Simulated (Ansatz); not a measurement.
# C2H6AlFOSi: one species, many methods

Aim: compute C2H6AlFOSi with functionals from several rungs and with coupled cluster, and see how far each lands from CCSD(T) at the basis-set limit for the atomisation energy.

Computed with Ansatz 0.2.0, Gaussian basis. Level: functionals in def2-TZVPP, the program's frozen cores in correlated methods.

Levels to be run: LDA (SPW92), PBE-D4, revPBE-D4, BLYP-D4, r2SCAN-D4, B97M-V, PBE0-D4, B3LYP-D4, r2SCANh-D4, r2SCAN0-D4, HSE06-D4, BHLYP-D4, CAM-B3LYP-D4, LC-ωPBE, ωB97X-V, ωB97M-V, B2PLYP, PBE-QIDH; CCSD(T)/def2-SVP; CCSD(T)/def2-TZVPP; MP2/def2-QZVPP; extrapolation to the limit; RPA on PBE.

### 1 The relaxed structure

All runs share one geometry, relaxed beforehand with PBE0-D4 in a triple-zeta def2 set.

12 atoms, charge 0, spin multiplicity 1.

Atoms are counted from 1 here; the program's logs count them from 0.

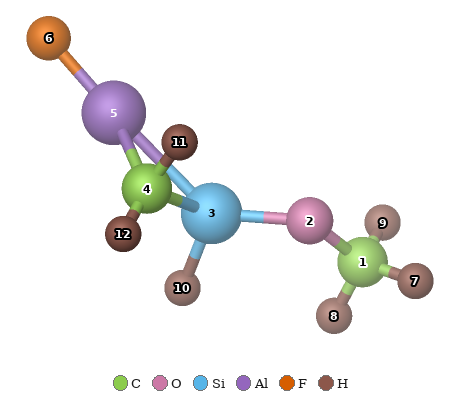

The geometry (carbon green, oxygen pink, silicon blue, aluminium purple, fluorine orange, hydrogen brown); atoms are numbered from 1 in the order of the file.

### 2 LDA

This LDA is Slater exchange with PW92 correlation.

Input file in.yaml:

```yaml
crystal:
  periodic: [false, false, false]
  atoms:
    - {symbol: C, position_ang: [0.371020, -1.845190, 1.559594]}
    - {symbol: O, position_ang: [-0.324620, -0.794748, 0.928229]}
    - {symbol: Si, position_ang: [0.270603, 0.133963, -0.284103]}
    - {symbol: C, position_ang: [-0.945182, 1.061487, -1.392324]}
    - {symbol: Al, position_ang: [0.363211, 2.393164, -0.820500]}
    - {symbol: F, position_ang: [0.628727, 4.002650, -1.050469]}
    - {symbol: H, position_ang: [-0.360059, -2.551406, 1.957222]}
    - {symbol: H, position_ang: [1.026367, -2.376133, 0.859645]}
    - {symbol: H, position_ang: [0.977323, -1.466103, 2.388012]}
    - {symbol: H, position_ang: [1.222565, -0.691571, -1.088144]}
    - {symbol: H, position_ang: [-1.753237, 1.452203, -0.741019]}
    - {symbol: H, position_ang: [-1.399718, 0.626584, -2.282143]}
basis:
  gaussian: {orbitals: def2-TZVPP}
hamiltonian: {xc: lda}
output: {orbitals: {seedname: orbitals}}
```

The run is started by

```
$ ansatz run in.yaml --threads 4 --pin off --events-out ev --progress --plain --max-ram 10444MiB
```

Standard output:

```text
Functional definition: SPW92
  name "SPW92"
  cite "Dirac, Proc. Camb. Phil. Soc. 26, 376 (1930) doi:10.1017/S0305004100016108"
  cite "Slater, Phys. Rev. 81, 385 (1951) doi:10.1103/PhysRev.81.385"
  cite "Perdew & Wang, Phys. Rev. B 45, 13244 (1992) doi:10.1103/PhysRevB.45.13244"
  exchange = slater_x
  correlation = pw_c
1578 factors; their error is unknown
mean field evaluation 1: about -21281.2810 eV, gradient 1.0e2 eV
mean field evaluation 2: about -21181.3510 eV, gradient 2.1e2 eV
mean field evaluation 4: about -21301.1758 eV, gradient 3.3e1 eV
mean field evaluation 8: about -21303.1566 eV, gradient 5.3e-1 eV
mean field evaluation 16: about -21303.1198 eV, gradient 2.9e-3 eV
mean field -21303.11976892 eV, -782.8752117346 hartree, gradient 4.1e-5 eV, S^2 0.000000; 0 other end points of the search recorded, 0 dependent functions left out
reference -21303.11981874 eV, -782.8752135655 hartree; 31, 31 occupied and 261, 261 virtual orbitals, 1578 factors
Total energy: -21303.11981874 eV, -782.8752135655 hartree
```

Run time: 2.3 s. Hardware: 4 threads of Arm Neoverse V1, shared host.

With the free atoms at this level, -21250.400 eV in sum, the atomisation energy is 5086.7 kJ/mol. HOMO -5.28 eV, LUMO -2.34 eV.

### 3 PBE-D4 (GGA)

Edit in.yaml of step 2 so:

```diff
@@ -17,3 +17,3 @@
   gaussian: {orbitals: def2-TZVPP}
-hamiltonian: {xc: lda}
-output: {orbitals: {seedname: orbitals}}
+hamiltonian: {xc: pbe, dispersion: d4}
+output: {forces: true, orbitals: {seedname: orbitals}}
```

Launched as before.

Standard output, cut to the lines that bear on the results:

```text
Functional definition: PBE
  name "PBE"
  cite "Perdew, Burke & Ernzerhof, Phys. Rev. Lett. 77, 3865 (1996) doi:10.1103/PhysRevLett.77.3865"
  parent pbe
[...]
1578 factors; their error is unknown
[...]
mean field -21399.85862612 eV, -786.4302991646 hartree, gradient 3.9e-5 eV, S^2 0.000000; 0 other end points of the search recorded, 0 dependent functions left out
[...]
reference -21399.85867987 eV, -786.4303011401 hartree; 31, 31 occupied and 261, 261 virtual orbitals, 1578 factors
Total energy: -21400.11142544 eV, -786.4395893684 hartree
Atom 0 at     0.371020    -1.845190     1.559594 Å, force     0.120276    -0.188818     0.106662 eV/Å
Atom 1 at    -0.324620    -0.794748     0.928229 Å, force    -0.475846     0.069262     0.157045 eV/Å
Atom 2 at     0.270603     0.133963    -0.284103 Å, force     0.231574     0.189554    -0.144892 eV/Å
Atom 3 at    -0.945182     1.061487    -1.392324 Å, force    -0.020697    -0.011384    -0.078350 eV/Å
Atom 4 at     0.363211     2.393164    -0.820500 Å, force     0.073507    -0.265709     0.108042 eV/Å
Atom 5 at     0.628727     4.002650    -1.050469 Å, force     0.074456     0.553787    -0.089619 eV/Å
Atom 6 at    -0.360059    -2.551406     1.957222 Å, force    -0.148787    -0.161456     0.095137 eV/Å
Atom 7 at     1.026367    -2.376133     0.859645 Å, force     0.152855    -0.129944    -0.137457 eV/Å
Atom 8 at     0.977323    -1.466103     2.388012 Å, force     0.135778     0.063272     0.184975 eV/Å
Atom 9 at     1.222565    -0.691571    -1.088144 Å, force     0.114859    -0.094684    -0.109906 eV/Å
Atom 10 at    -1.753237     1.452203    -0.741019 Å, force    -0.144904     0.083695     0.086058 eV/Å
Atom 11 at    -1.399718     0.626584    -2.282143 Å, force    -0.113070    -0.107575    -0.177695 eV/Å
Dipole moment:     0.004225    -0.383141     0.081076 e Å
```

Wall time 4.3 s (4 threads of Arm Neoverse V1, shared host).

Atomisation energy: 4517.5 kJ/mol (free atoms -21353.291 eV, run apart). HOMO -5.16 eV, LUMO -2.13 eV.

### 4 revPBE-D4 (GGA)

Edit in.yaml of step 3 so:

```diff
@@ -17,3 +17,3 @@
   gaussian: {orbitals: def2-TZVPP}
-hamiltonian: {xc: pbe, dispersion: d4}
-output: {forces: true, orbitals: {seedname: orbitals}}
+hamiltonian: {xc: {name: revPBE}, dispersion: d4}
+output: {orbitals: {seedname: orbitals}}
```

Launched as before.

Standard output:

```text
Functional definition: revPBE
  name "revPBE"
  cite "Zhang & Yang, Phys. Rev. Lett. 80, 890 (1998) doi:10.1103/PhysRevLett.80.890"
  cite "Perdew, Burke & Ernzerhof, Phys. Rev. Lett. 77, 3865 (1996) doi:10.1103/PhysRevLett.77.3865"
  parameter kappa = 1.245
  parameter beta = 0.06672455060314922
  exchange = pbe_x(kappa = kappa, mu = beta*pi^2/3)
  correlation = pbe_c(beta = beta)
1578 factors; their error is unknown
mean field evaluation 1: about -21389.8055 eV, gradient 9.8e1 eV
mean field evaluation 2: about -21299.5392 eV, gradient 2.0e2 eV
mean field evaluation 4: about -21408.3248 eV, gradient 3.0e1 eV
mean field evaluation 8: about -21409.9628 eV, gradient 4.2e-1 eV
mean field evaluation 16: about -21409.9241 eV, gradient 1.3e-3 eV
mean field -21409.92407766 eV, -786.8001976864 hartree, gradient 5.8e-5 eV, S^2 0.000000; 0 other end points of the search recorded, 0 dependent functions left out
reference -21409.92414507 eV, -786.8002001635 hartree; 31, 31 occupied and 261, 261 virtual orbitals, 1578 factors
Total energy: -21410.65445954 eV, -786.8270387251 hartree
```

It took 3.7 s on 4 threads of Arm Neoverse V1, shared host.

Atomisation energy: 4399.0 kJ/mol (free atoms -21365.062 eV, run apart). HOMO -5.10 eV, LUMO -2.03 eV.

### 5 BLYP-D4 (GGA)

Edit in.yaml of step 4 so:

```diff
@@ -17,3 +17,3 @@
   gaussian: {orbitals: def2-TZVPP}
-hamiltonian: {xc: {name: revPBE}, dispersion: d4}
+hamiltonian: {xc: {name: BLYP}, dispersion: d4}
 output: {orbitals: {seedname: orbitals}}
```

Launched as before.

Standard output:

```text
Functional definition: BLYP
  name "BLYP"
  cite "Becke, Phys. Rev. A 38, 3098 (1988) doi:10.1103/PhysRevA.38.3098"
  cite "Lee, Yang & Parr, Phys. Rev. B 37, 785 (1988) doi:10.1103/PhysRevB.37.785"
  parameter beta = 0.0042
  parameter a = 0.04918
  parameter b = 0.132
  parameter c = 0.2533
  parameter d = 0.349
  exchange = b88_x(beta = beta)
  correlation = lyp_c(a = a, b = b, c = c, d = d)
1578 factors; their error is unknown
mean field evaluation 1: about -21390.3388 eV, gradient 1.1e2 eV
mean field evaluation 2: about -21274.1614 eV, gradient 2.2e2 eV
mean field evaluation 4: about -21411.4774 eV, gradient 3.5e1 eV
mean field evaluation 8: about -21413.7477 eV, gradient 4.8e-1 eV
mean field evaluation 16: about -21413.7087 eV, gradient 2.8e-3 eV
mean field -21413.70870752 eV, -786.9392802682 hartree, gradient 5.9e-5 eV, S^2 0.000000; 0 other end points of the search recorded, 0 dependent functions left out
reference -21413.70914463 eV, -786.9392963318 hartree; 31, 31 occupied and 261, 261 virtual orbitals, 1578 factors
Total energy: -21414.25704778 eV, -786.9594314012 hartree
```

It took 3.6 s on 4 threads of Arm Neoverse V1, shared host.

Atomisation energy: 4418.4 kJ/mol (free atoms -21368.464 eV, run apart). HOMO -5.03 eV, LUMO -1.97 eV.

### 6 r2SCAN-D4 (meta-GGA)

Edit in.yaml of step 5 so:

```diff
@@ -17,3 +17,3 @@
   gaussian: {orbitals: def2-TZVPP}
-hamiltonian: {xc: {name: BLYP}, dispersion: d4}
-output: {orbitals: {seedname: orbitals}}
+hamiltonian: {xc: r2scan, dispersion: d4}
+output: {forces: true, orbitals: {seedname: orbitals}}
```

Launched as before.

Standard output, cut to the lines that bear on the results:

```text
Functional definition: r2SCAN
  name "r2SCAN"
  cite "Furness, Kaplan, Ning, Perdew & Sun, J. Phys. Chem. Lett. 11, 8208 (2020) doi:10.1021/acs.jpclett.0c02405"
  cite "Furness, Kaplan, Ning, Perdew & Sun, J. Phys. Chem. Lett. 11, 9248 (2020) doi:10.1021/acs.jpclett.0c03077"
  parent r2scan
[...]
1578 factors; their error is unknown
[...]
mean field -21410.51997038 eV, -786.8220963397 hartree, gradient 3.9e-5 eV, S^2 0.000000; 0 other end points of the search recorded, 0 dependent functions left out
[...]
reference -21410.51998634 eV, -786.8220969262 hartree; 31, 31 occupied and 261, 261 virtual orbitals, 1578 factors
Total energy: -21410.58258818 eV, -786.8243975015 hartree
Atom 0 at     0.371020    -1.845190     1.559594 Å, force     0.162400    -0.259658     0.154023 eV/Å
Atom 1 at    -0.324620    -0.794748     0.928229 Å, force    -0.220976     0.167006    -0.081487 eV/Å
Atom 2 at     0.270603     0.133963    -0.284103 Å, force     0.096254     0.026641    -0.041219 eV/Å
Atom 3 at    -0.945182     1.061487    -1.392324 Å, force     0.022278     0.017453    -0.012424 eV/Å
Atom 4 at     0.363211     2.393164    -0.820500 Å, force    -0.006975    -0.039716     0.016500 eV/Å
Atom 5 at     0.628727     4.002650    -1.050469 Å, force    -0.005033     0.074710    -0.017126 eV/Å
Atom 6 at    -0.360059    -2.551406     1.957222 Å, force     0.009097     0.014410    -0.004046 eV/Å
Atom 7 at     1.026367    -2.376133     0.859645 Å, force    -0.004258     0.003795     0.005989 eV/Å
Atom 8 at     0.977323    -1.466103     2.388012 Å, force    -0.006043    -0.000085    -0.008861 eV/Å
Atom 9 at     1.222565    -0.691571    -1.088144 Å, force    -0.017009    -0.005207    -0.009656 eV/Å
Atom 10 at    -1.753237     1.452203    -0.741019 Å, force    -0.006699     0.014204    -0.021630 eV/Å
Atom 11 at    -1.399718     0.626584    -2.282143 Å, force    -0.023036    -0.013553     0.019938 eV/Å
Dipole moment:     0.013695    -0.365472     0.079439 e Å
```

It took 8.6 s on 4 threads of Arm Neoverse V1, shared host.

Atomisation energy: 4465.6 kJ/mol (free atoms -21364.300 eV, run apart). HOMO -5.33 eV, LUMO -1.91 eV.

### 7 B97M-V (meta-GGA)

Edit in.yaml of step 6 so:

```diff
@@ -17,3 +17,3 @@
   gaussian: {orbitals: def2-TZVPP}
-hamiltonian: {xc: r2scan, dispersion: d4}
-output: {forces: true, orbitals: {seedname: orbitals}}
+hamiltonian: {xc: {name: B97M-V}}
+output: {orbitals: {seedname: orbitals}}
```

Same command.

Standard output, cut to the lines that bear on the results:

```text
Functional definition: B97M-V
  name "B97M-V"
  cite "Mardirossian & Head-Gordon, J. Chem. Phys. 142, 074111 (2015) doi:10.1063/1.4907719"
  cite "Becke, J. Chem. Phys. 107, 8554 (1997) doi:10.1063/1.475007"
  cite "Vydrov & Van Voorhis, J. Chem. Phys. 133, 244103 (2010) doi:10.1063/1.3521275"
  # Of w^i u^j: cxij and so on, Table III.
[...]
  gx(w, u) = cx00 + cx01*u + cx02*u^2 + (cx10 + cx11*u)*w
  gss(w, u) = css00 + css02*u^2 + css10*w + (css32*w^3 + css42*w^4)*u^2
  gos(w, u) = cos00 + cos01*u + cos03*u^3 + cos10*w + cos32*w^3*u^2
[...]
      + integral(e_c_pw_mod_opposite_spin*gos(b97_w_opposite, b97_u_opposite)) + vv10(b, c)
1578 factors; their error is unknown
[...]
mean field -21410.29131299 eV, -786.8136933357 hartree, gradient 2.9e-5 eV, S^2 0.000000; 0 other end points of the search recorded, 0 dependent functions left out
reference -21410.29138955 eV, -786.8136961491 hartree; 31, 31 occupied and 261, 261 virtual orbitals, 1578 factors
Total energy: -21410.29138955 eV, -786.8136961491 hartree
```

Run time: 16 s. Hardware: 4 threads of Arm Neoverse V1, shared host.

Atomisation energy: 4467.7 kJ/mol (free atoms -21363.987 eV, run apart). HOMO -5.37 eV, LUMO -2.00 eV.

### 8 PBE0-D4 (hybrid)

Edit in.yaml of step 7 so:

```diff
@@ -17,3 +17,3 @@
   gaussian: {orbitals: def2-TZVPP}
-hamiltonian: {xc: {name: B97M-V}}
+hamiltonian: {xc: pbe0, dispersion: d4}
 output: {orbitals: {seedname: orbitals}}
```

Its log isn't repeated here (it stands with the study of this molecule's fields); it ends on a total energy of -21401.704611 eV.

With the free atoms at this level, -21355.774 eV in sum, the atomisation energy is 4431.7 kJ/mol. HOMO -6.17 eV, LUMO -1.35 eV.

### 9 B3LYP-D4 (hybrid)

B3LYP here takes the VWN-RPA correlation.

Edit in.yaml of step 8 so:

```diff
@@ -17,3 +17,3 @@
   gaussian: {orbitals: def2-TZVPP}
-hamiltonian: {xc: pbe0, dispersion: d4}
-output: {orbitals: {seedname: orbitals}}
+hamiltonian: {xc: {name: B3LYP}, dispersion: d4}
+output: {forces: true, orbitals: {seedname: orbitals}}
```

The command is unchanged.

Standard output, cut to the lines that bear on the results:

```text
Functional definition: B3LYP
  name "B3LYP"
  cite "Stephens, Devlin, Chabalowski & Frisch, J. Phys. Chem. 98, 11623 (1994) doi:10.1021/j100096a001"
  cite "Becke, Phys. Rev. A 38, 3098 (1988) doi:10.1103/PhysRevA.38.3098"
  cite "Lee, Yang & Parr, Phys. Rev. B 37, 785 (1988) doi:10.1103/PhysRevB.37.785"
  cite "Vosko, Wilk & Nusair, Can. J. Phys. 58, 1200 (1980) doi:10.1139/p80-159"
[...]
1605 factors; their error is unknown
[...]
mean field -21416.63806787 eV, -787.0469322756 hartree, gradient 3.3e-5 eV, S^2 0.000000; 0 other end points of the search recorded, 0 dependent functions left out
[...]
reference -21416.63839059 eV, -787.0469441354 hartree; 31, 31 occupied and 261, 261 virtual orbitals, 1605 factors
Total energy: -21417.04661724 eV, -787.0619461880 hartree
Atom 0 at     0.371020    -1.845190     1.559594 Å, force     0.138178    -0.303456     0.206565 eV/Å
[...]
Atom 2 at     0.270603     0.133963    -0.284103 Å, force     0.138067    -0.031332    -0.112432 eV/Å
Atom 3 at    -0.945182     1.061487    -1.392324 Å, force    -0.162939     0.037064    -0.023546 eV/Å
Atom 4 at     0.363211     2.393164    -0.820500 Å, force     0.023342    -0.062549     0.008292 eV/Å
Atom 5 at     0.628727     4.002650    -1.050469 Å, force     0.025082     0.167205    -0.023473 eV/Å
Atom 6 at    -0.360059    -2.551406     1.957222 Å, force     0.048326     0.028992    -0.013278 eV/Å
Atom 7 at     1.026367    -2.376133     0.859645 Å, force    -0.034354     0.021374     0.043954 eV/Å
Atom 8 at     0.977323    -1.466103     2.388012 Å, force    -0.026562    -0.026686    -0.037315 eV/Å
Atom 9 at     1.222565    -0.691571    -1.088144 Å, force    -0.053170     0.034800     0.044349 eV/Å
Atom 10 at    -1.753237     1.452203    -0.741019 Å, force     0.019670    -0.042062    -0.069579 eV/Å
Atom 11 at    -1.399718     0.626584    -2.282143 Å, force     0.028894     0.026289     0.047955 eV/Å
Dipole moment:     0.045242    -0.382004     0.092415 e Å
```

It took 8.5 s on 4 threads of Arm Neoverse V1, shared host; peak memory 0.95 GiB.

With the free atoms at this level, -21371.224 eV in sum, the atomisation energy is 4421.2 kJ/mol. HOMO -6.00 eV, LUMO -1.52 eV.

### 10 r2SCANh-D4 (hybrid)

Edit in.yaml of step 9 so:

```diff
@@ -17,3 +17,3 @@
   gaussian: {orbitals: def2-TZVPP}
-hamiltonian: {xc: {name: B3LYP}, dispersion: d4}
-output: {forces: true, orbitals: {seedname: orbitals}}
+hamiltonian: {xc: {name: r2SCANh}, dispersion: d4}
+output: {orbitals: {seedname: orbitals}}
```

Same command.

Standard output, cut to the lines that bear on the results:

```text
Functional definition: r2SCANh
  name "r2SCANh"
  cite "Bursch, Neugebauer, Ehlert & Grimme, J. Chem. Phys. 156, 134105 (2022) doi:10.1063/5.0086040"
  cite "Furness, Kaplan, Ning, Perdew & Sun, J. Phys. Chem. Lett. 11, 8208 (2020) doi:10.1021/acs.jpclett.0c02405"
  cite "Furness, Kaplan, Ning, Perdew & Sun, J. Phys. Chem. Lett. 11, 9248 (2020) doi:10.1021/acs.jpclett.0c03077"
  parent r2scan
[...]
1578 factors; their error is unknown
[...]
mean field -21410.04289514 eV, -786.8045641481 hartree, gradient 5.5e-5 eV, S^2 0.000000; 0 other end points of the search recorded, 0 dependent functions left out
reference -21410.04290980 eV, -786.8045646869 hartree; 31, 31 occupied and 261, 261 virtual orbitals, 1578 factors
Total energy: -21410.11012899 eV, -786.8070349464 hartree
```

Wall time 9.5 s (4 threads of Arm Neoverse V1, shared host); peak memory 0.88 GiB.

With the free atoms at this level, -21364.173 eV in sum, the atomisation energy is 4432.3 kJ/mol. HOMO -5.71 eV, LUMO -1.64 eV.

### 11 r2SCAN0-D4 (hybrid)

Edit in.yaml of step 10 so:

```diff
@@ -17,3 +17,3 @@
   gaussian: {orbitals: def2-TZVPP}
-hamiltonian: {xc: {name: r2SCANh}, dispersion: d4}
+hamiltonian: {xc: {name: r2SCAN0}, dispersion: d4}
 output: {orbitals: {seedname: orbitals}}
```

Same command.

Standard output, cut to the lines that bear on the results:

```text
Functional definition: r2SCAN0
  name "r2SCAN0"
  cite "Bursch, Neugebauer, Ehlert & Grimme, J. Chem. Phys. 156, 134105 (2022) doi:10.1063/5.0086040"
  cite "Furness, Kaplan, Ning, Perdew & Sun, J. Phys. Chem. Lett. 11, 8208 (2020) doi:10.1021/acs.jpclett.0c02405"
  cite "Furness, Kaplan, Ning, Perdew & Sun, J. Phys. Chem. Lett. 11, 9248 (2020) doi:10.1021/acs.jpclett.0c03077"
  parent r2scan
[...]
1612 factors; their error is unknown
[...]
mean field -21409.36876775 eV, -786.7797904233 hartree, gradient 2.2e-5 eV, S^2 0.000000; 0 other end points of the search recorded, 0 dependent functions left out
reference -21409.36878046 eV, -786.7797908906 hartree; 31, 31 occupied and 261, 261 virtual orbitals, 1612 factors
Total energy: -21409.44319809 eV, -786.7825256880 hartree
```

It took 9 s on 4 threads of Arm Neoverse V1, shared host; peak memory 0.89 GiB.

With the free atoms at this level, -21364.000 eV in sum, the atomisation energy is 4384.6 kJ/mol. HOMO -6.28 eV, LUMO -1.24 eV.

### 12 HSE06-D4 (hybrid)

HSE06 is the plane-wave form, built on full-range PBE exchange.

Edit in.yaml of step 11 so:

```diff
@@ -17,3 +17,3 @@
   gaussian: {orbitals: def2-TZVPP}
-hamiltonian: {xc: {name: r2SCAN0}, dispersion: d4}
+hamiltonian: {xc: hse06, dispersion: d4}
 output: {orbitals: {seedname: orbitals}}
```

Launched as before.

Standard output, cut to the lines that bear on the results:

```text
Functional definition: HSE06
  name "HSE06"
  cite "Heyd, Scuseria & Ernzerhof, J. Chem. Phys. 118, 8207 (2003) doi:10.1063/1.1564060"
  cite "Krukau, Vydrov, Izmaylov & Scuseria, J. Chem. Phys. 125, 224106 (2006) doi:10.1063/1.2404663"
  cite "Heyd & Scuseria, J. Chem. Phys. 120, 7274 (2004) doi:10.1063/1.1668634"
  cite "Ernzerhof & Perdew, J. Chem. Phys. 109, 3313 (1998) doi:10.1063/1.476928"
  cite "Perdew, Burke & Ernzerhof, Phys. Rev. Lett. 77, 3865 (1996) doi:10.1103/PhysRevLett.77.3865"
  parent pbe
[...]
  # The whole range is PBE's own exchange, as in plane waves. The composition of these papers is wPBEh.
[...]
1612 factors; their error is unknown
132 factors; integrals over basis functions are off by at most 4.6e-7 eV
[...]
mean field -21400.81736500 eV, -786.4655321687 hartree, gradient 5.6e-5 eV, S^2 0.000000; 0 other end points of the search recorded, 0 dependent functions left out
reference -21400.81741775 eV, -786.4655341072 hartree; 31, 31 occupied and 261, 261 virtual orbitals, 1612 factors
Total energy: -21401.01912543 eV, -786.4729467279 hartree
```

It took 6 s on 4 threads of Arm Neoverse V1, shared host; peak memory 0.9 GiB.

Atomisation energy: 4434.9 kJ/mol (free atoms -21355.055 eV, run apart). HOMO -5.78 eV, LUMO -1.72 eV.

### 13 BHLYP-D4 (hybrid)

Edit in.yaml of step 12 so:

```diff
@@ -17,3 +17,3 @@
   gaussian: {orbitals: def2-TZVPP}
-hamiltonian: {xc: hse06, dispersion: d4}
+hamiltonian: {xc: {name: BHLYP}, dispersion: d4}
 output: {orbitals: {seedname: orbitals}}
```

The command is unchanged.

Standard output:

```text
Functional definition: BHLYP
  name "BHLYP"
  cite "Becke, J. Chem. Phys. 98, 1372 (1993) doi:10.1063/1.464304"
  cite "Becke, Phys. Rev. A 38, 3098 (1988) doi:10.1103/PhysRevA.38.3098"
  cite "Lee, Yang & Parr, Phys. Rev. B 37, 785 (1988) doi:10.1103/PhysRevB.37.785"
  parameter a = 0.5
  exchange = (1 - a)*b88_x + a*exact_x
  correlation = lyp_c
1763 factors; their error is unknown
mean field evaluation 1: about -21402.0370 eV, gradient 7.1e1 eV
mean field evaluation 2: about -21398.9204 eV, gradient 8.1e1 eV
mean field evaluation 4: about -21411.8731 eV, gradient 3.9e0 eV
mean field evaluation 8: about -21411.9031 eV, gradient 6.3e-2 eV
mean field evaluation 16: about -21412.0041 eV, gradient 1.7e-4 eV
mean field -21412.00412140 eV, -786.8766378837 hartree, gradient 5.1e-5 eV, S^2 0.000000; 0 other end points of the search recorded, 0 dependent functions left out
reference -21412.00433715 eV, -786.8766458125 hartree; 31, 31 occupied and 261, 261 virtual orbitals, 1763 factors
Total energy: -21412.33409231 eV, -786.8887640910 hartree
```

Wall time 6 s (4 threads of Arm Neoverse V1, shared host); peak memory 0.89 GiB.

Atomisation energy: 4290.2 kJ/mol (free atoms -21367.869 eV, run apart). HOMO -7.09 eV, LUMO -0.50 eV.

[end of part 1 of 2]
